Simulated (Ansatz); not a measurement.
## Electronic structure of ClGeH$_{3}$ in real space

The calculation's input:

```
crystal:
  periodic: [false, false, false]
  atoms:
    - {symbol: Cl, position_ang: [-0.877241, -0.981926, -1.390170]}
    - {symbol: Ge, position_ang: [-1.648732, -0.141342, 1.037565]}
    - {symbol: H, position_ang: [-1.194912, 1.292510, 0.510990]}
    - {symbol: H, position_ang: [0.226147, -0.324175, -1.379904]}
    - {symbol: H, position_ang: [-0.149683, -0.481716, 1.457358]}
basis:
  gaussian: {orbitals: def2-TZVPD}
output: {forces: true, orbitals: {seedname: orbitals}}
hamiltonian: {xc: pbe0}
```

Command:

```sh
ansatz run input.yaml --threads 2 --pin off --max-ram 4350MiB --events-out events.jsonl --progress --plain --runs-dir runs
```

Geometry: r2SCAN-D4/def2-TZVP.

These are results of isolated molecule in a Gaussian basis; Kohn-Sham density functional theory, functional PBE0 (Ansatz 0.2.0), not measurements.

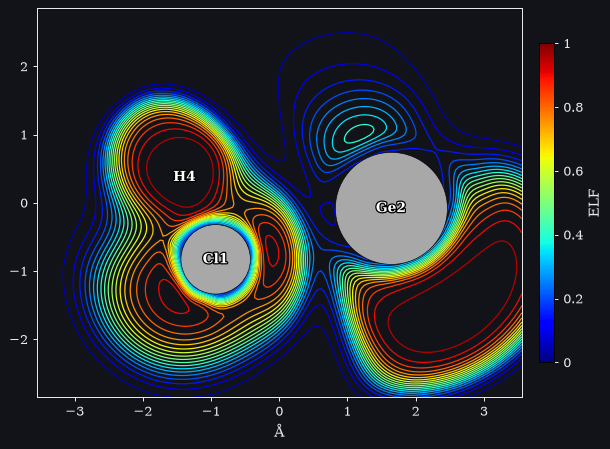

Figure 1. ELF on the plane of atoms Ge2, Cl1 and H4. Grey discs cover the atomic cores.

Q: Describe what can be read from this map.

A: The section cuts through Cl, Ge and H sites.
Ge–Cl (2.68 Å): the ELF peaks at about 0.90 in the valence shell of Cl, 0.8 Å from its nucleus, and is about 0.35 at the midpoint.
Cl–H (1.28 Å): the ELF climbs to about 1 towards the hydrogen, as it does in any bond to H.
The ELF also peaks beside Cl1, away from the bonds: lone-pair regions.

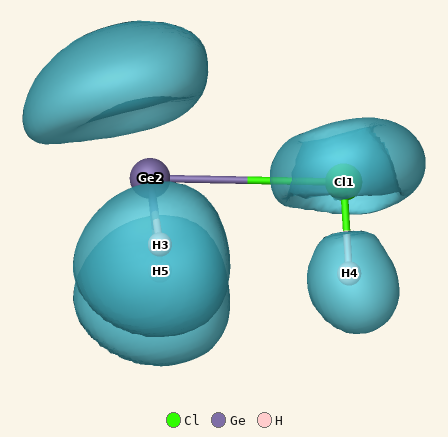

Figure 2. Isosurface of the electron localisation function at 0.85 (cyan), seen from one side. Core shells and regions of very low density are left out.

Q: What do the ELF domains correspond to?

A: At this value the surface marks out three regions around hydrogen nuclei, one lobe on Ge, pointing away from the bonds (lone pairs) and one region wrapped around Cl (its valence shell).

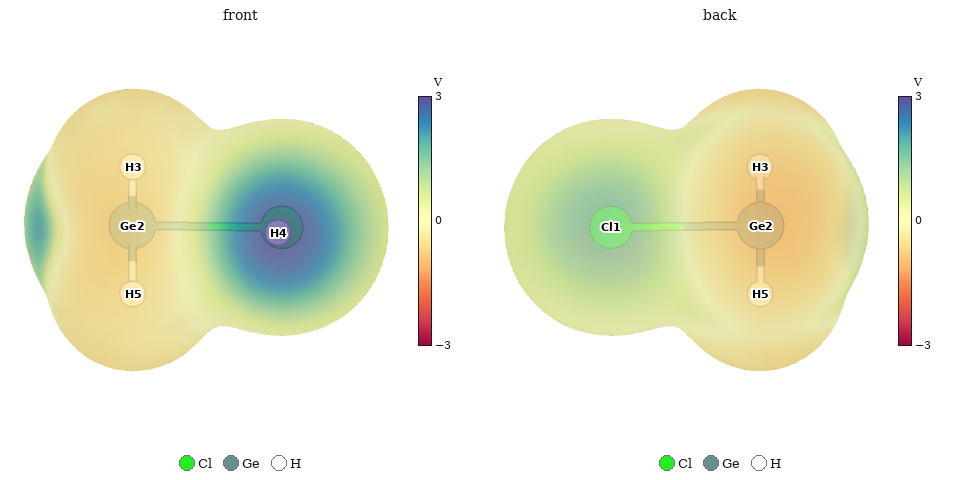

Figure 3. The molecular electrostatic potential painted on the density surface at 0.002 e/bohr³, seen from the front and from behind; the colour scale runs from red (negative) to blue (positive).

Q: Describe the electrostatic potential map.

A: The most negative region (about −0.9 V) lies over H5, the most positive (about +2.9 V) over H4.

Q: What dipole moment does the calculation give?

A: Its dipole moment is 2.10 D.
